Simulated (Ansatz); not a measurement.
Run report: Ti$_{6}$HO$_{12}$F, nudged elastic band (part 3 of 3)

The same run, continued: Ti$_{6}$HO$_{12}$F (slab, 20 atoms in the cell); DFT r2SCAN-D3(BJ), scalar-relativistic, plane waves, PAW, PAW set soft_1, no spin polarisation (Ansatz 0.2.0); cutoff 500 eV, 2×2×1 k-mesh, Gaussian smearing of 0.05 eV. The structure derives from an entry of the Crystallography Open Database. The run did not end well. The input holds or restrains some coordinates. It belongs to a series of runs on one base structure; here: band between the two ends.

Geometry of the input (Å; fractional positions):
```
5.4621  0.0000  0.0000
1.6013  5.2221  0.0000
0.0000  0.0000  18.7065
Ti 0.0000  0.0000  0.0535
Ti 0.3867  0.3867  0.1119
O  0.1667  0.1667  0.1247
O  0.0817  0.6916  0.1119
O  0.6066  0.6066  0.0991
O  0.6916  0.0817  0.1119
Ti 0.7463  0.7470  0.1767
Ti 0.1570  0.1577  0.2405
O  0.9373  0.9344  0.2391
O  0.8578  0.4585  0.2292
O  0.3843  0.3843  0.2062
O  0.4589  0.8585  0.2290
Ti 0.5440  0.5400  0.3051
Ti 0.9323  0.9029  0.3409
O  0.7139  0.7142  0.3575
O  0.6538  0.2339  0.3478
O  0.1476  0.1442  0.3320
O  0.2329  0.6470  0.3475
F  0.8720  0.0470  0.4519
H  0.7422  0.1784  0.4243
```

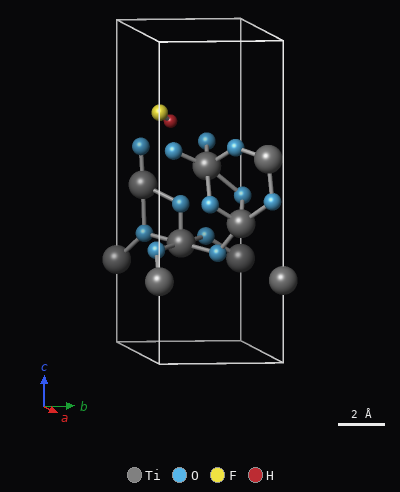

The input geometry (ball-and-stick view of the cell of the calculation, with the vacuum cut short, seen slightly off an axis). An atom can appear more than once, as a periodic image.

Output, continued
```
  k-point 2: bands = ["-61.1895", "-59.3054", "-58.8232", "-58.4440", "-58.4365", "-58.4054", "-36.4422", "-36.3772", "-36.2885", "-34.7489", "-34.5240", "-34.4891", "-34.2256", "-34.1053", "-33.9400", "-33.9115", "-33.7869", "-33.7776", "-33.7310", "-33.6606", "-33.6371", "-33.6320", "-33.5936", "-33.5649", "-22.4004", "-19.3084", "-19.1322", "-19.0794", "-18.8067", "-18.0771", "-17.8626", "-17.6770", "-17.4062", "-17.2302", "-17.0920", "-17.0401", "-16.8147", "-6.2037", "-5.3019", "-5.1964", "-5.0685", "-4.9760", "-4.8236", "-4.5735", "-4.2258", "-4.1199", "-4.0355", "-3.9949", "-3.8595", "-3.8094", "-3.6493", "-3.5578", "-3.4875", "-3.3440", "-3.2561", "-3.1736", "-3.0389", "-2.9430", "-2.6738", "-2.6410", "-2.5536", "-2.4137", "-2.2778", "-2.2135", "-2.0736", "-1.9041", "-1.7925", "-1.5913", "-1.5186", "-1.4172", "-1.1719", "-1.1002", "-0.9770", "-0.8212", "-0.6032", "-0.4438", "0.2160", "0.6664", "0.8331", "1.2241", "1.6154", "1.7945", "2.8921", "2.9627", "3.1071", "3.2090", "3.3714", "3.4412", "3.6038", "3.7270", "4.0203", "4.0481", "4.2984", "4.5786", "4.5875", "4.6610"]
  k-point 3: bands = ["-61.1895", "-59.3054", "-58.8232", "-58.4432", "-58.4371", "-58.4055", "-36.4416", "-36.3782", "-36.2886", "-34.7489", "-34.5237", "-34.4891", "-34.2236", "-34.1111", "-33.9427", "-33.9066", "-33.8080", "-33.7754", "-33.7297", "-33.6554", "-33.6444", "-33.6198", "-33.5882", "-33.5614", "-22.4003", "-19.3335", "-19.3177", "-18.9096", "-18.7047", "-18.1470", "-17.7579", "-17.6297", "-17.4848", "-17.2108", "-17.0974", "-17.0442", "-16.8808", "-6.1235", "-5.9277", "-5.2438", "-5.0583", "-4.7857", "-4.5890", "-4.4876", "-4.2599", "-4.1796", "-4.0201", "-3.9228", "-3.8313", "-3.6726", "-3.5812", "-3.5028", "-3.3286", "-3.2531", "-3.1721", "-3.0537", "-2.9712", "-2.8725", "-2.7977", "-2.6242", "-2.4501", "-2.3748", "-2.1761", "-2.1444", "-2.0149", "-1.9135", "-1.7689", "-1.7182", "-1.6320", "-1.5080", "-1.4706", "-1.3131", "-1.2141", "-1.0209", "-0.8463", "-0.8377", "0.2682", "0.5048", "0.9302", "1.3951", "1.6317", "2.0313", "3.0596", "3.0778", "3.2830", "3.3782", "3.4185", "3.7047", "3.7453", "3.7912", "3.9788", "4.1555", "4.1967", "4.3699", "4.4201", "4.6017"]
End of that report.
this run last wrote the band of iteration 28 to [file]
Error: NEB band did not converge after 28 iterations: max|band force component| = 2.33e-1 eV/Å (threshold 5.0e-2); raise `neb.max_iterations` in a new run, which can start from the last band evaluated (`neb.initial_path`, with `crystal.atoms` and `neb.final_atoms` set to its first and last images), add images, or start from endpoints closer to local minima. Where this run's directory can be resumed (`checkpoint.write`), a resume goes on for up to `neb.max_iterations` more; to start a new run from the last band, take its images' positions from the `neb_iteration` event of iteration 28 (`data.images[].positions_ang`), in the event stream of the run that computed that iteration (not this run's, if it was resumed behind it). With `checkpoint.write`, `steps/00-neb/state/checkpoint.json` in the run directory holds the last saved band, under `neb.evaluated.images[].positions_ang` (a band under a hybrid functional on support functions is neither saved nor resumed: `neb.initial_path` says where its path is): check the last entry of `neb.iterations` there, which is earlier than 28 if that iteration was not saved or its write failed. If the band's step has no `state` directory and holds `state.next`, a write was cut short, and the file is under `state.next` instead (behind a loss of power it can be under `state.prev`)
this run wrote the band of iteration 28 to [file] as well, whether or not its events were kept: a new run's `neb.initial_path` can list its `images[].positions_ang`
a run's events are kept only if it was started with --events-out <file>, and are in that file
```

The last band as extended XYZ (Å, eV, eV/Å)
```
20
Lattice="5.4621 0.0000 0.0000 1.6013 5.2221 0.0000 0.0000 0.0000 18.7065" Properties=species:S:1:pos:R:3:forces:R:3 image=0 energy=-22694.97305
Ti    0.0000    0.0000    1.0000   -0.8756  -0.6608   9.3027
Ti    2.7310    2.0191    2.0932    2.0578   1.5303   3.9439
O     1.1774    0.8705    2.3336   -1.9835  -1.4626  -4.8403
O     1.5536    3.6117    2.0932    0.2802   1.8738  -3.7762
O     4.2847    3.1678    1.8529   -1.3472  -0.9991  -0.8850
O     3.9085    0.4266    2.0932    1.8701  -0.2829  -3.7514
Ti    5.2726    3.9011    3.3056   -0.0068   0.0028  -0.0102
Ti    1.1102    0.8234    4.4995    0.0033   0.0017  -0.0080
O     6.6157    4.8795    4.4724    0.0083   0.0069  -0.0127
O     5.4199    2.3945    4.2880    0.0028  -0.0074   0.0028
O     2.7146    2.0069    3.8573    0.0030   0.0028   0.0056
O     3.8811    4.4832    4.2844   -0.0030   0.0037   0.0022
Ti    3.8362    2.8197    5.7066    0.0067   0.0039   0.0135
Ti    6.5381    4.7150    6.3771    0.0281   0.0067   0.0110
O     5.0431    3.7295    6.6875   -0.0256  -0.0209  -0.0055
O     3.9457    1.2214    6.5055   -0.0112   0.0160  -0.0001
O     1.0369    0.7532    6.2099   -0.0040  -0.0052   0.0105
O     2.3079    3.3789    6.5009    0.0020  -0.0054  -0.0017
F     4.8380    0.2457    8.4537   -0.0008  -0.0113   0.0048
H     4.3395    0.9317    7.9363   -0.0046   0.0069  -0.0060
20
Lattice="5.4621 0.0000 0.0000 1.6013 5.2221 0.0000 0.0000 0.0000 18.7065" Properties=species:S:1:pos:R:3:forces:R:3 image=2 energy=-22694.68964
Ti    0.0000    0.0000    1.0000   -0.9252  -0.7025   9.2972
Ti    2.7310    2.0191    2.0932    1.9919   1.5205   3.7901
O     1.1774    0.8705    2.3336   -1.9327  -1.4250  -4.7603
O     1.5536    3.6117    2.0932    0.2645   1.8810  -3.8309
O     4.2847    3.1678    1.8529   -1.3283  -0.9639  -0.9186
O     3.9085    0.4266    2.0932    1.8460  -0.2395  -3.8287
Ti    5.2609    3.8985    3.2959    0.0143   0.0164  -0.0041
Ti    1.1356    0.8597    4.4854    0.0184   0.0151   0.0331
O     6.6253    4.9143    4.4152    0.0281   0.0309   0.0140
O     5.4347    2.4213    4.3004    0.0376   0.0355   0.0289
O     2.7129    2.0213    3.8501    0.0163   0.0079  -0.0073
O     3.8853    4.4959    4.3057    0.0475   0.0345   0.0290
Ti    3.8162    2.8935    5.7621    0.0598   0.0146   0.0165
Ti    6.4576    4.8381    6.2848    0.0203   0.0052   0.0230
O     5.0476    3.7699    6.7921    0.0246   0.0046   0.0643
O     3.8905    1.2309    6.4123    0.0111   0.0056   0.0059
O     0.9952    0.7777    6.2022    0.0012   0.0103   0.0407
O     2.2847    3.4495    6.4909    0.0237  -0.0006  -0.0551
F     5.1573   -0.0218    8.5443   -0.0945  -0.1767   0.0832
H     4.4701   -0.5966    8.7967   -0.1247  -0.0738  -0.0207
20
Lattice="5.4621 0.0000 0.0000 1.6013 5.2221 0.0000 0.0000 0.0000 18.7065" Properties=species:S:1:pos:R:3:forces:R:3 image=3 energy=-22694.75040
Ti    0.0000    0.0000    1.0000   -0.9105  -0.7113   9.2931
Ti    2.7310    2.0191    2.0932    1.9553   1.5457   3.8925
O     1.1774    0.8705    2.3336   -1.9189  -1.4126  -4.7856
O     1.5536    3.6117    2.0932    0.2403   1.8783  -3.7960
O     4.2847    3.1678    1.8529   -1.3996  -0.9849  -0.9487
O     3.9085    0.4266    2.0932    1.7958  -0.1836  -3.8273
Ti    5.2492    3.9031    3.3005    0.0008   0.0174   0.0012
Ti    1.1082    0.8665    4.4894   -0.0070   0.0091   0.0215
O     6.5916    4.9307    4.4216   -0.0001   0.0164   0.0289
O     5.4268    2.4263    4.2861    0.0070   0.0216   0.0157
O     2.7011    2.0288    3.8580    0.0042   0.0021  -0.0014
O     3.8521    4.4968    4.3021    0.0100   0.0213   0.0057
Ti    3.7170    2.9340    5.7520    0.0237  -0.0084  -0.0116
Ti    6.3699    4.9061    6.2900    0.0040   0.0045   0.0339
O     4.9940    3.7712    6.7175    0.0108  -0.0083   0.0071
O     3.8280    1.2672    6.4235   -0.0144  -0.0081   0.0091
O     0.9545    0.8031    6.2035   -0.0053   0.0199   0.0308
O     2.2329    3.5060    6.5764    0.0149  -0.0011  -0.0247
F     5.0240   -0.2033    8.5560    0.0065  -0.0772   0.0569
H     5.2546   -1.1080    8.5643    0.1825  -0.1406  -0.0012
20
Lattice="5.4621 0.0000 0.0000 1.6013 5.2221 0.0000 0.0000 0.0000 18.7065" Properties=species:S:1:pos:R:3:forces:R:3 image=4 energy=-22695.01546
Ti    0.0000    0.0000    1.0000   -0.9887  -0.7586   9.5312
Ti    2.7310    2.0191    2.0932    2.1185   1.6829   4.1318
O     1.1774    0.8705    2.3336   -2.1760  -1.6250  -4.9317
O     1.5536    3.6117    2.0932    0.1125   2.1095  -3.8207
O     4.2847    3.1678    1.8529   -1.3159  -0.9041  -0.8383
O     3.9085    0.4266    2.0932    1.9820  -0.3509  -3.8058
Ti    5.2648    3.9067    3.3465    0.0415   0.0322   0.1044
Ti    1.0427    0.8284    4.4942   -0.1638  -0.0842   0.0305
O     6.5793    4.8921    4.4829   -0.0206  -0.0728   0.1593
O     5.4044    2.4150    4.2876   -0.0603   0.0003   0.0311
O     2.6773    2.0294    3.8493   -0.0445   0.0027  -0.0207
O     3.8216    4.4754    4.3195   -0.0533  -0.0243   0.0402
Ti    3.6501    3.0327    5.8057   -0.0937   0.1835   0.0939
Ti    6.3267    5.0568    6.5189   -0.0685   0.3415   0.5998
O     4.9524    3.7813    6.6713   -0.0603  -0.0093  -0.1088
O     3.7584    1.3312    6.3773   -0.1758   0.1137  -0.1011
O     0.9542    0.8212    6.2083   -0.0099   0.0757   0.0347
O     2.1774    3.5185    6.9169   -0.0980   0.0451   0.8052
F     4.9675   -0.1691    8.4049   -0.1005   0.0536  -0.3091
H     5.7309   -1.4232    7.8910    1.1755  -0.8117  -1.6261
20
Lattice="5.4621 0.0000 0.0000 1.6013 5.2221 0.0000 0.0000 0.0000 18.7065" Properties=species:S:1:pos:R:3:forces:R:3 image=6 energy=-22696.14638
Ti    0.0000    0.0000    1.0000   -0.9956  -0.7054   9.6361
Ti    2.7310    2.0191    2.0932    2.2770   1.6738   4.0187
O     1.1774    0.8705    2.3336   -2.3837  -1.7472  -4.8847
O     1.5536    3.6117    2.0932    0.1187   2.1980  -3.9531
O     4.2847    3.1678    1.8529   -1.1710  -0.8876  -0.8496
O     3.9085    0.4266    2.0932    2.1528  -0.5199  -3.9807
Ti    5.3136    3.9234    3.3513    0.0111  -0.0003  -0.0056
Ti    1.0278    0.7445    4.5146    0.0045  -0.0006  -0.0090
O     6.6075    4.8980    4.3988    0.0013   0.0002   0.0032
O     5.4199    2.4076    4.3324   -0.0013  -0.0010   0.0015
O     2.6973    1.9987    3.8288   -0.0041   0.0021  -0.0064
O     3.8716    4.4637    4.3086   -0.0056  -0.0004   0.0005
Ti    3.9034    2.8911    5.7040   -0.0076  -0.0005   0.0013
Ti    6.4618    4.9726    6.8003   -0.0091   0.0051  -0.0091
O     5.0428    3.7512    6.7293    0.0044   0.0065   0.0099
O     3.8698    1.2311    6.3749    0.0038  -0.0176   0.0061
O     1.0227    0.7378    6.2594    0.0001  -0.0054   0.0163
O     2.1806    3.3181    6.4781    0.0046   0.0058  -0.0027
F     5.0610   -0.1106    8.5504   -0.0019   0.0017   0.0034
H     5.5575   -2.7283    6.6807    0.0016  -0.0071   0.0039
```

What the run reported

| quantity | value |
| --- | --- |
| outcome | not converged |
| barrier, forward (band not converged) | 0.283 eV |
| barrier, backward | 1.457 eV |
| hardware | 4 threads of Arm Neoverse V1, 24 GiB of memory available, shared host |
| wall time | 86 min (CPU time 3.3 h) |
| peak memory | 5.6 GiB |

The run did not converge: “NEB band did not converge after 28 iterations: max|band force component| = 2.33e-1 eV/Å (threshold 5.0e-2); raise `neb.max_iterations` in a new run, which can start from the last band evaluated (`neb.initial_path`, with `crystal.atoms` and `neb.final_atoms` set to its first and last images), add images, or start from endpoints closer to local minima …” Its last values are not results. Notes on the run: the dispersion correction has no parameters fitted for this combination and takes those fitted for r2SCAN with other terms.
